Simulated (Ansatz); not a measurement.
The starting structures come from a database of crystals and need not be the phases stable at ambient conditions.

 Where the default PAW files enter, the runs use the earlier of Ansatz's two default sets.

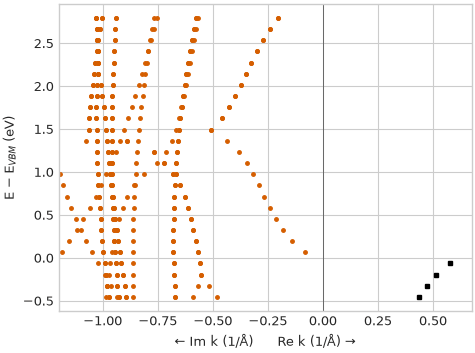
Complex bands at the centre of the two-dimensional zone; r2SCAN run with Ansatz (an electronic-structure program)

No gap correction and no spin-orbit coupling; mid-gap values are interpolated between computed energies.

Q: This is CsTlF₃ (Fm-3m, not sure to be the ambient phase, 10 atoms a cell, 21.8 Å³ an atom) along the normal of (001). Read off the slowest decay at the centre of the two-dimensional zone at 1.24 eV, the computed energy nearest the middle of the gap.

A: κ ≈ 0.38 1/Å, a decay length 1/(2κ) of the density of 1.3 Å.
